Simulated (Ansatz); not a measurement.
CH7FSi2

The calculation's input:

```
crystal:
  periodic: [false, false, false]
  atoms:
    - {symbol: C, position_ang: [-0.832088, 1.448663, -0.434663]}
    - {symbol: Si, position_ang: [0.633698, 0.304544, -0.463141]}
    - {symbol: F, position_ang: [1.902417, 1.075643, 0.161306]}
    - {symbol: Si, position_ang: [0.268625, -1.650351, 0.781297]}
    - {symbol: H, position_ang: [-1.097925, 1.728651, 0.586994]}
    - {symbol: H, position_ang: [-1.697977, 0.959996, -0.890221]}
    - {symbol: H, position_ang: [-0.620321, 2.360299, -0.998720]}
    - {symbol: H, position_ang: [0.988229, -0.037897, -1.868436]}
    - {symbol: H, position_ang: [-0.062904, -1.319952, 2.194257]}
    - {symbol: H, position_ang: [1.464223, -2.534543, 0.761148]}
    - {symbol: H, position_ang: [-0.880577, -2.392054, 0.190779]}
basis:
  gaussian: {orbitals: def2-TZVPP}
hamiltonian: {xc: pbe0, dispersion: d4}
output: {orbitals: {seedname: orbitals}}
```

Command:

```sh
ansatz run in.yaml --threads 4 --pin off --events-out ev --progress --plain --max-ram 10444MiB
```

Geometry: PBE0-D4/def2-TZVP.

All numbers below come from RKS PBE0-D4/def2-TZVPP in Ansatz.

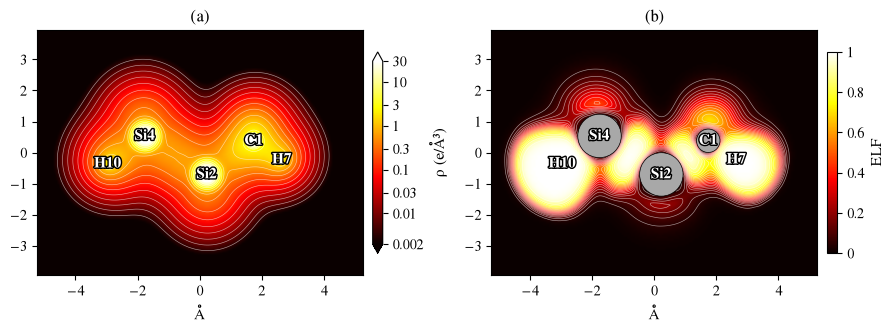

Figure 1. (a) total electron density; (b) ELF on the plane of atoms Si2, C1 and H7. Grey discs cover the atomic cores in the ELF map.

> What does the map show?

- The plane passes through C, Si and H nuclei.
- C–Si (1.86 Å): ρ is about 0.99 e/Å³ halfway; the ELF peaks at about 0.95 between the atoms: a covalent bond.
- Si–Si (2.35 Å): the density is about 0.66 e/Å³ at the midpoint; the ELF peaks at about 1 between the atoms: localised, covalent bonding.
- C–H (1.09 Å): ρ is about 1.9 e/Å³ halfway; the ELF climbs to about 1 towards the hydrogen, as it does in any bond to H: an ordinary covalent bond to hydrogen.
- Si–H (1.49 Å): ρ is about 0.79 e/Å³ halfway; the ELF climbs to about 1 towards the hydrogen.

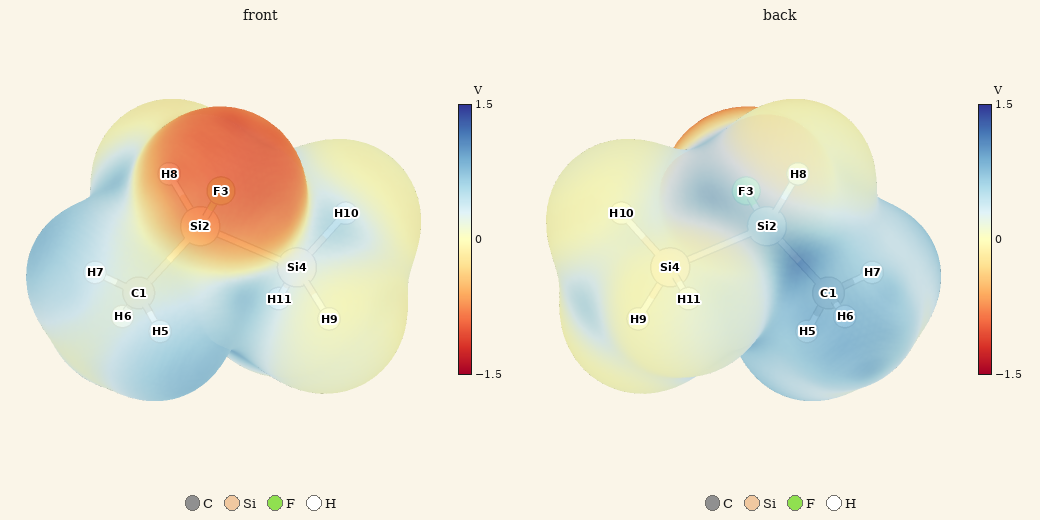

Figure 2. The molecular electrostatic potential painted on the density surface at 0.001 e/bohr³, seen from the front and from behind; the colour scale runs from red (negative) to blue (positive).

> Which sites attract a positive test charge, and which a negative one?

A positive charge is drawn to the negative regions and a negative charge to the positive ones. The most negative region (about −0.9 V) lies over F3, the most positive (about +1.0 V) over Si2.

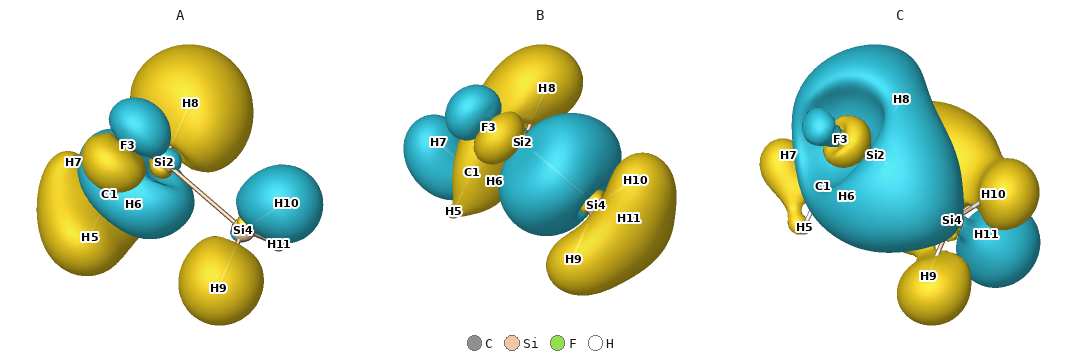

Figure 3. Three frontier orbitals at ±0.06 Å⁻³ᐟ² (yellow and cyan are the two phases), in no order.

> Which picture is the HOMO−1, the HOMO and the LUMO?

A is the HOMO−1 (−9.20 eV). Its weight (Hirshfeld) is mainly on C1 (about 25 %), Si2 (about 25 %), H8 (about 20 %) and F3 (about 10 %). B is the HOMO (−8.07 eV). It lies mainly on Si4 (about 35 %), Si2 (about 30 %), C1 (about 10 %), F3 (about 5 %) and H8 (about 5 %). C is the LUMO (−0.22 eV). By Hirshfeld shares it lies mainly on Si2 (about 40 %), Si4 (about 25 %), F3 (about 10 %) and H11 (about 5 %).

> What is the HOMO–LUMO gap?

7.85 eV between the orbital energies.
